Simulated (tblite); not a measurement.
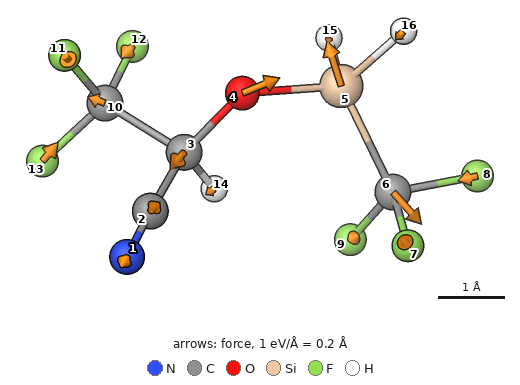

Starting geometry of C4H3F6NOSi with the computed forces as orange arrows. The picture is a ball-and-stick view, seen at a tilt.

These are results of tblite, GFN2-xTB geometry optimisation, gas phase, not measurements. 

Is this structure relaxed? If not, where do the atoms go?

Answer. It isn't relaxed: the largest force vector, on Si5, is 3.74 eV/Å. The final displacements have little in common with the starting forces (cosine between the two patterns 0.13). After 156 geometry steps the energy has fallen by 90.6 kJ/mol. The largest move after the best rigid fit is that of F8, 1.36 Å. By element the largest moves are F 1.36 Å, N 1.19 Å, H 0.99 Å, O 0.66 Å, C 0.64 Å, Si 0.33 Å. Some distances before and after: Si5–C6 1.843 → 1.962 Å, C10–F11 1.393 → 1.333 Å, O4–Si5 1.681 → 1.624 Å, C6–F8 1.398 → 1.342 Å. Bond angles that change, for instance: H15–Si5–H16 105.3° → 121.3°, C3–O4–Si5 119.2° → 134.5°, O4–Si5–H16 111.6° → 98.2°. Groups turn about C3–O4 by about 65°.
